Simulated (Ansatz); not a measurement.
# C3H8GeSe: the cost of one run

All numbers below are computed with Ansatz 0.2.0 (RHF/def2-SVP).

### Step 1. Starting point

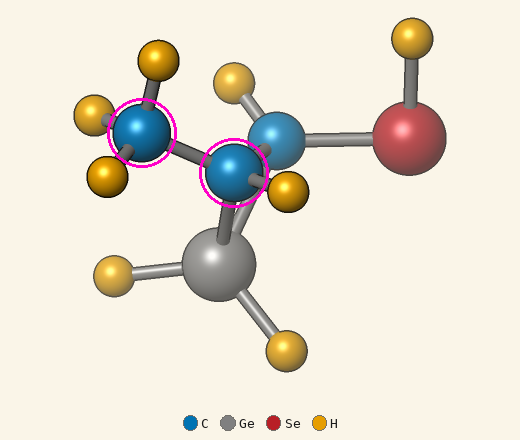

Start, viewed from a chosen angle; carbon blue, germanium grey, selenium red, hydrogen amber. Ringed: C1, C2.

Structure file:

```xyz
13

C    -1.4433   -0.5821    0.4229
C    -0.0674   -0.0132    0.5185
Ge    1.2217   -1.0908   -0.4970
C     0.5067    0.7088   -0.6707
Se    1.7077    2.1098   -0.2891
H    -1.7132   -0.9219   -0.6032
H    -1.6109   -1.3470    1.1572
H    -2.1650    0.3012    0.6293
H     0.2885    0.3799    1.5480
H     2.5273   -1.2160    0.4190
H     0.5040   -2.2978   -1.0954
H    -0.2396    0.8132   -1.5132
H     0.5039    3.1209   -0.0115
```

### Step 2. Relaxing end A

input.yaml reads:

```yaml
crystal:
  periodic: [false, false, false]
  atoms:
    - { symbol: C, position_ang: [-1.4433, -0.5821, 0.4229] }
    - { symbol: C, position_ang: [-0.0674, -0.0132, 0.5185] }
    - { symbol: Ge, position_ang: [1.2217, -1.0908, -0.497] }
    - { symbol: C, position_ang: [0.5067, 0.7088, -0.6707] }
    - { symbol: Se, position_ang: [1.7077, 2.1098, -0.2891] }
    - { symbol: H, position_ang: [-1.7132, -0.9219, -0.6032] }
    - { symbol: H, position_ang: [-1.6109, -1.347, 1.1572] }
    - { symbol: H, position_ang: [-2.165, 0.3012, 0.6293] }
    - { symbol: H, position_ang: [0.2885, 0.3799, 1.548] }
    - { symbol: H, position_ang: [2.5273, -1.216, 0.419] }
    - { symbol: H, position_ang: [0.504, -2.2978, -1.0954] }
    - { symbol: H, position_ang: [-0.2396, 0.8132, -1.5132] }
    - { symbol: H, position_ang: [0.5039, 3.1209, -0.0115] }
basis:
  gaussian: { orbitals: def2-SVP }
hamiltonian:
  xc: hf
relax:
  f_tol: 0.015
  max_steps: 40
output:
  orbitals: {}
```

On the command line:

```bash
> ansatz run input.yaml --threads 2 --pin off --max-ram 3072MiB --backend cpu --events-out ev --progress --plain --runs-dir out
```

Q: Estimate wall time and peak memory on 2 threads of Intel Xeon Platinum 8259CL at 2.50GHz (Skylake/Cascade Lake), shared host.

About 69 s, with a peak of 0.5 GiB.
